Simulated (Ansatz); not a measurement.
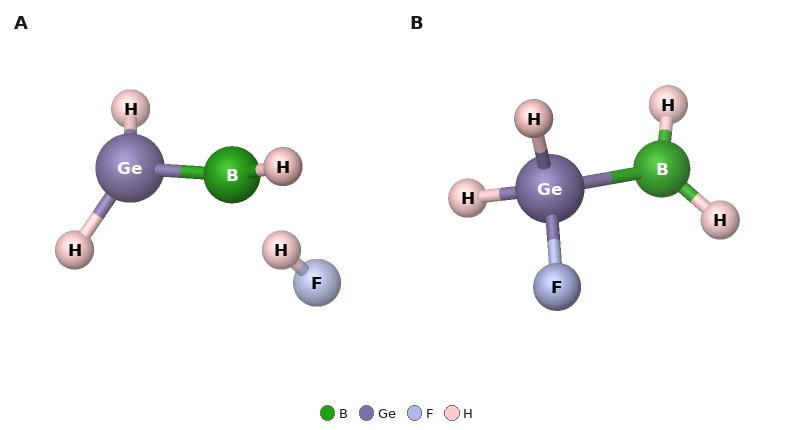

2 stationary structures of one formula. Geometries: PBE0-D4/def2-TZVP. Electronic energies: RHF-CCSD(T) (frozen core)/def2-TZVPP (Ansatz 0.2.0), without zero-point energy. No frequency run is at hand to confirm each as a minimum. Each is one conformer, not always the lowest.

### Which is lowest in energy, and by how much?

B is lowest (Cs); A lies 60.4 kcal/mol above it (Cs).

Give E(B) − E(A) in kcal/mol at these levels too: PBE0-D4/def2-TZVP; r2SCAN-D4/def2-TZVPP; RHF-CCSD(T) (frozen core)/def2-TZVPP; ωB97M-V/def2-TZVPP; PBE-D4/def2-TZVPP; PBE0-D4/def2-TZVPP; B3LYP-D4/def2-TZVPP.

| level | E(B) − E(A) (kcal/mol) |
| --- | --- |
| PBE0-D4/def2-TZVP | −61.9 |
| r2SCAN-D4/def2-TZVPP | −61.6 |
| RHF-CCSD(T) (frozen core)/def2-TZVPP | −60.4 |
| ωB97M-V/def2-TZVPP | −63.5 |
| PBE-D4/def2-TZVPP | −56.0 |
| PBE0-D4/def2-TZVPP | −60.7 |
| B3LYP-D4/def2-TZVPP | −60.7 |
